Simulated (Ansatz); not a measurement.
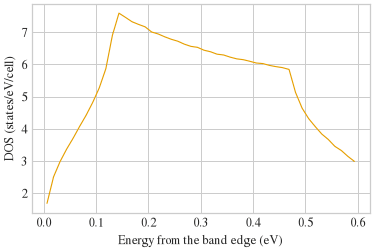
Density of states of Na₂S (Fm-3m) below the valence band maximum, PBEsol, rigid bands (Ansatz, a first-principles code); cell volume 68.7 Å³.

Q: What effective density of states at 300 K does this give (∫ g(E) exp(−E/k_BT) dE, both spins, divided by the cell's size)?

A: 9.7e20 cm⁻³, a density-of-states mass of 11.4 mₑ, valleys and band degeneracy included.

Spin-orbit coupling is left out; where it splits the top of the valence band, N_v and the p-type Seebeck coefficient come out somewhat high without it. Geometry: cell and atoms relaxed with PBEsol.

Formula and space group known from diffraction (Crystallography Open Database), not checked to be the room-temperature form: Na2S (Fm-3m).
